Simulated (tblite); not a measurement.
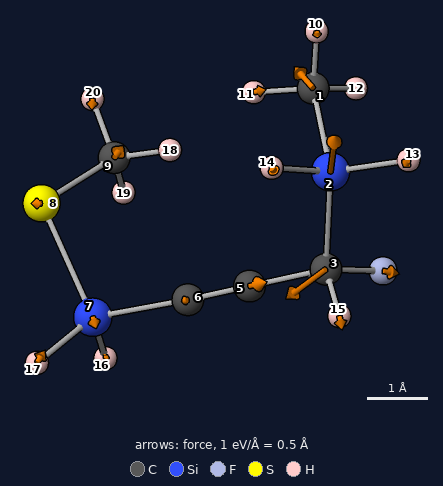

Starting geometry of C$_{5}$H$_{11}$FSSi$_{2}$ with the computed forces as orange arrows. A ball-and-stick model, seen from a free direction.

Computed with GFN2-xTB geometry optimisation, gas phase in tblite 0.8.0. 

**Is this structure relaxed? If not, where do the atoms go?**

It isn't relaxed: the largest force vector, on a Si atom, is 2.64 eV/Å. The final displacements have little in common with the starting forces (cosine between the two patterns 0.06). The largest move after the best rigid fit is that of an H atom, 0.85 Å. By element the largest moves are H 0.85 Å, C 0.57 Å, S 0.41 Å, Si 0.21 Å, F 0.20 Å. Near-neighbour distances that change, for instance: C–Si 1.851 → 1.944 Å, C–Si 1.844 → 1.892 Å, C–C 1.481 → 1.438 Å, H–Si 1.486 → 1.452 Å. Among the angles between lasting bonds that change: H–Si–H 104.5° → 112.2°, C–Si–C 113.2° → 107.7°, C–Si–H 110.7° → 105.2°. The energy falls by 6.41 kcal/mol in 155 geometry steps.
